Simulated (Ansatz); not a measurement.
# Single-point calculation, with input and output: AlSiH5S

AlSiH5S, SMILES [AlH2][SiH2]S, computed with RKS PBE0-D4/def2-TZVPP (Ansatz 0.2.0).

The geometry comes from this level: PBE0-D4/def2-TZVP.

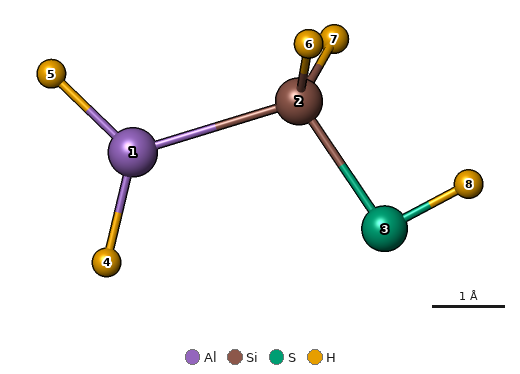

**Figure 1.** The structure as given in the input (ball-and-stick view, seen at a tilt; atoms are numbered from 1 in the order of the input). Sticks mark near contacts.

## Input file
```yaml
crystal:
  periodic: [false, false, false]
  atoms:
    - {symbol: Al, position_ang: [-1.211763, 0.916696, -0.996163]}
    - {symbol: Si, position_ang: [0.643546, 0.023785, 0.345493]}
    - {symbol: S, position_ang: [0.204985, -2.042578, 0.740512]}
    - {symbol: H, position_ang: [-2.432425, -0.009854, -1.406386]}
    - {symbol: H, position_ang: [-1.181107, 2.437318, -1.453171]}
    - {symbol: H, position_ang: [0.805256, 0.769651, 1.628322]}
    - {symbol: H, position_ang: [1.948537, 0.144992, -0.368918]}
    - {symbol: H, position_ang: [1.315171, -2.297109, 1.454613]}
basis:
  gaussian: {orbitals: def2-TZVPP}
hamiltonian: {xc: pbe0, dispersion: d4}
output: {orbitals: {seedname: orbitals}}
```

Hardware: 2 threads of Arm Neoverse V1, 23 GiB of memory available, shared host.

Run as:
```bash
ansatz run in.yaml --threads 2 --pin off --events-out ev --progress --plain --max-ram 4352MiB
```

## The program's output
```
Functional definition: PBE0
  name "PBE0"
  cite "Adamo & Barone, J. Chem. Phys. 110, 6158 (1999) doi:10.1063/1.478522"
  cite "Perdew, Burke & Ernzerhof, Phys. Rev. Lett. 77, 3865 (1996) doi:10.1103/PhysRevLett.77.3865"
  parent pbe
  parameter a = 0.25
  parameter kappa = 0.804
  parameter beta = 0.06672455060314922
  exchange = (1 - a)*pbe_x(kappa = kappa, mu = beta*pi^2/3) + a*exact_x
  correlation = pbe_c(beta = beta)
1201 factors; their error is unknown
mean field evaluation 1: about -25381.0600 eV, gradient 1.7e1 eV
mean field evaluation 2: about -25381.5888 eV, gradient 1.2e1 eV
mean field evaluation 4: about -25381.9322 eV, gradient 4.5e-1 eV
mean field evaluation 8: about -25381.9665 eV, gradient 1.5e-1 eV
mean field -25381.96656035 eV, -932.7700665780 hartree, gradient 7.3e-5 eV, S^2 0.000000; 0 other end points of the search recorded, 0 dependent functions left out
reference -25381.96659598 eV, -932.7700678873 hartree; 24, 24 occupied and 172, 172 virtual orbitals, 1201 factors
Total energy: -25382.11301231 eV, -932.7754485882 hartree
```

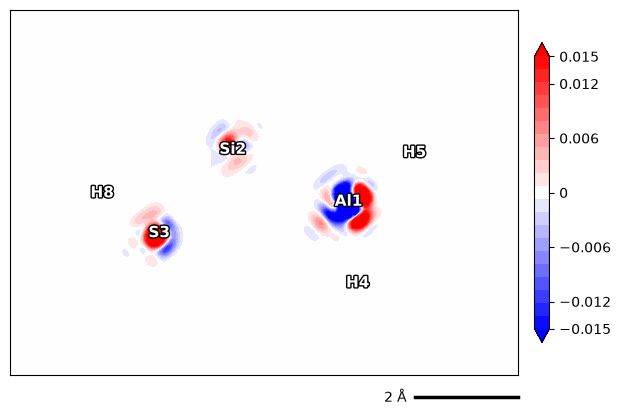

**Figure 2.** One frontier orbital on the plane of atoms H4, Al1 and H5 (values in Å⁻³ᐟ²; the overall sign is arbitrary). The LUMO, at −2.19 eV. It lies mainly on Al1 (70 %) and Si2 (15 %).

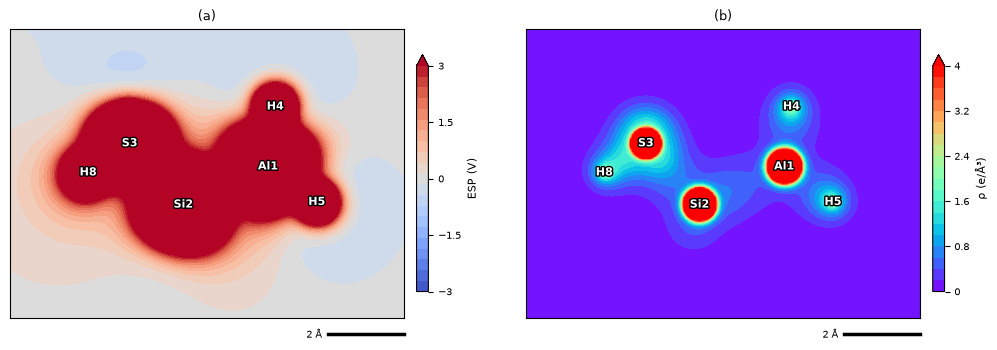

**Figure 3.** (a) electrostatic potential; (b) total electron density on the plane of atoms Al1, Si2 and S3. Atoms in the plane: Al, Si, S and H. Al–H (1.59 Å): ρ is about 0.56 e/Å³ halfway.

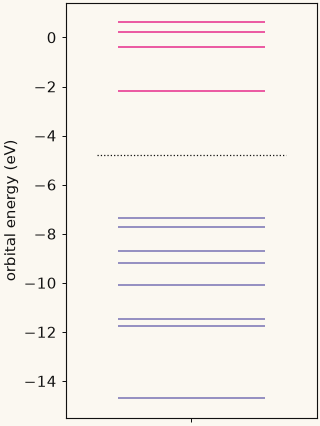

**Figure 4.** Orbital energies near the frontier; the dotted line parts filled from empty levels, and levels within 0.02 eV of each other stand side by side. Highest filled −7.37 eV, lowest empty −2.19 eV, 5.18 eV apart.

## Summary

- outcome: converged
- total energy: −25382.1130 eV
- mean-field energy: −25381.9666 eV
- dispersion energy: −0.1464 eV
- SCF solution under orbital rotations: stable
- HOMO: −7.37 eV
- LUMO: −2.19 eV
- wall time: 3 s (CPU time 5.7 s)
- peak memory: 0.4 GiB
